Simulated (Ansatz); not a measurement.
# SiH3O (SMILES O[SiH2]) at RPA@PBE/STO-3G

What is the energy change on altering one bond length of SiH3O at RPA@PBE/STO-3G? 

The calculation is run with Ansatz 0.2.0.

49 further runs of the same task are left out: 49 set aside as unsound or not needed.

## Step 1: The system as given

SiH3O: 5 atoms, total charge 0, spin state doublet. SMILES: `O[SiH2]`. The shape is that of a GFN2-xTB optimisation. This is one conformer, not always the lowest.

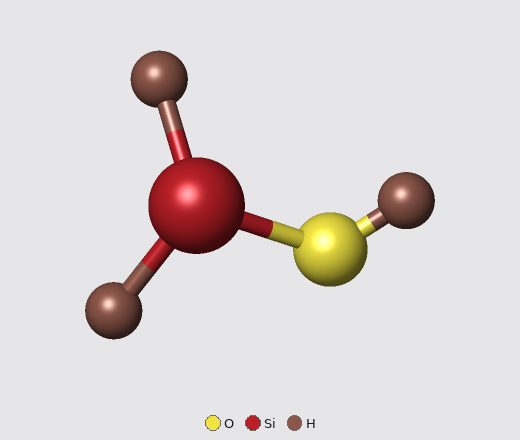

Viewed from a chosen angle; oxygen yellow, silicon red, hydrogen brown.

## Step 2: The energy at RPA@PBE/STO-3G

File job.yaml:

```yaml
crystal:
  periodic: [false, false, false]
  atoms:
    - symbol: O
      position_ang: [0.557310, -0.433760, 0.798460]
    - symbol: Si
      position_ang: [0.001930, 0.341950, -0.533940]
    - symbol: H
      position_ang: [0.725690, -1.370660, 0.814800]
    - symbol: H
      position_ang: [-1.244820, -0.253580, -1.000760]
    - symbol: H
      position_ang: [-0.040110, 1.716040, -0.078560]
basis:
  gaussian:
    orbitals: STO-3G
magnetization:
  spin_polarized: true
  initial_magnetization: 1
hamiltonian:
  xc: pbe
correlation:
  method: rpa
  frozen_orbitals: {H: 0, O: 1, Si: 5}
accuracy: high
```

The run is started by

```console
$ ansatz run job.yaml --threads 1 --pin off --max-ram 2610MiB --events-out events.jsonl --progress --plain --runs-dir runs
```

Standard output:

```text
Warning: RAYON_NUM_THREADS=1 ignored (pool sized by the plan → 1); use --threads N
Functional definition: PBE
  name "PBE"
  parameter kappa = 0.804
  parameter beta = 0.06672455060314922
  exchange = pbe_x(kappa = kappa, mu = beta*pi^2/3)
  correlation = pbe_c(beta = beta)
290 factors; integrals over basis functions are off by at most 3.1e-8 eV
mean field evaluation 1: about -9843.2272 eV, gradient 1.3e1 eV
mean field evaluation 2: about -9843.1949 eV, gradient 1.3e1 eV
mean field evaluation 4: about -9844.3182 eV, gradient 3.3e0 eV
mean field evaluation 8: about -9844.4143 eV, gradient 1.5e-2 eV
mean field evaluation 16: about -9844.4143 eV, gradient 4.7e-7 eV
mean field -9844.41434607 eV, -361.7755544344 hartree, gradient 6.6e-8 eV, S^2 0.750323; 0 other end points of the search recorded, 0 dependent functions left out
6 core orbitals not correlated: weight in the atoms' cores, before any rotation towards them, 0.999 or more for the frozen orbitals, at most 0.000 for the correlated occupied ones
reference -9826.14838825 eV, -361.1042928656 hartree; 7, 6 occupied and 4, 5 virtual orbitals, 290 factors
Total energy: -9830.62045893 eV, -361.2686384319 hartree
```

It took 1.8 s on 1 thread of Arm Neoverse V1, shared host; peak memory 0.12 GiB.

## Step 3: The distorted shape, same level

File input.yaml:

```yaml
crystal:
  periodic: [false, false, false]
  atoms:
    - {symbol: O, position_ang: [0.567819, -0.777244, 0.684628]}
    - {symbol: Si, position_ang: [0.012439, -0.001534, -0.647772]}
    - {symbol: H, position_ang: [0.736199, -1.714144, 0.700968]}
    - {symbol: H, position_ang: [-1.234311, -0.597064, -1.114592]}
    - {symbol: H, position_ang: [-0.040110, 1.716040, -0.078560]}
basis:
  gaussian: {orbitals: STO-3G}
magnetization: {spin_polarized: true, initial_magnetization: 1}
hamiltonian: {xc: pbe}
correlation: {method: rpa, frozen_orbitals: {H: 0, O: 1, Si: 5}}
accuracy: high
```

The run is started by

```console
$ ansatz run input.yaml --threads 1 --pin off --max-ram 2610MiB --events-out events.jsonl --progress --plain --runs-dir runs
```

Standard output (excerpt; [...] marks lines left out):

```text
Warning: RAYON_NUM_THREADS=1 ignored (pool sized by the plan → 1); use --threads N
[... 6 set-up lines as earlier in the session ...]
290 factors; integrals over basis functions are off by at most 3.4e-8 eV
mean field evaluation 1: about -9841.9534 eV, gradient 1.5e1 eV
mean field evaluation 2: about -9841.9134 eV, gradient 1.5e1 eV
mean field evaluation 4: about -9843.3532 eV, gradient 4.7e0 eV
mean field evaluation 8: about -9843.5631 eV, gradient 5.4e-2 eV
mean field evaluation 16: about -9843.5631 eV, gradient 1.8e-6 eV
mean field -9843.56313531 eV, -361.7442730160 hartree, gradient 4.5e-8 eV, S^2 0.750434; 0 other end points of the search recorded, 0 dependent functions left out
6 core orbitals not correlated: weight in the atoms' cores, before any rotation towards them, 0.999 or more for the frozen orbitals, at most 0.000 for the correlated occupied ones
reference -9824.75732861 eV, -361.0531723666 hartree; 7, 6 occupied and 4, 5 virtual orbitals, 290 factors
Total energy: -9829.71749044 eV, -361.2354549518 hartree
```

Run time: 1.8 s. Hardware: 1 thread of Arm Neoverse V1, shared host; peak memory 0.12 GiB.

## Step 4: Results

Level: RPA@PBE/STO-3G, 6 core orbitals frozen.

```
                                                          quantity          value
                                         first shape: total energy  -361.26864 Eh
                     first shape: RPA correlation energy (valence)     -164.3 mEh
                    first shape: ⟨S²⟩ of the reference determinant          0.750
                                     distorted shape: total energy  -361.23545 Eh
                 distorted shape: RPA correlation energy (valence)     -182.3 mEh
                distorted shape: ⟨S²⟩ of the reference determinant          0.750
energy change with the Si2–H5 bond stretched from 1.448 to 1.810 Å       0.903 eV
```

In words: With the Si2–H5 bond stretched from 1.448 to 1.810 Å the energy rises by 0.90 eV (87.1 kJ/mol). The first shape isn't relaxed at this level, so the change isn't measured from a minimum. The minimal basis adds a large error of its own.
